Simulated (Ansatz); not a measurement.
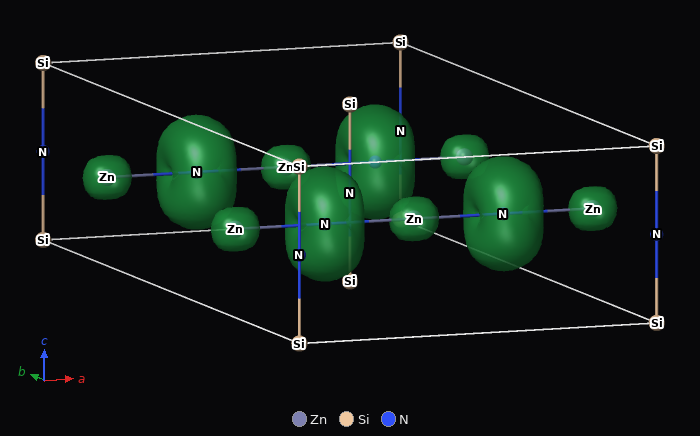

Figure 1: Zn2SiN3. Isosurface of the spin density (up minus down) at +0.06 e/Å³ (green), seen slightly off an axis. Sticks mark near contacts.

Space group Cmmm; a structure generated by program, which may or may not match a known phase; spin-polarised.

The calculation used DFT PBE, scalar-relativistic, plane waves, PAW (Ansatz 0.2.0).

### Describe the spin distribution.

The spin density sits on N: +0.6 μB (×4) in one cell of 12 atoms, with smaller moments on other sites: Zn (up to +0.07 μB): parallel main moments (a ferromagnetic arrangement) in this solution. The cell of the calculation (6 atoms) carries 1.8 μB of net spin moment.
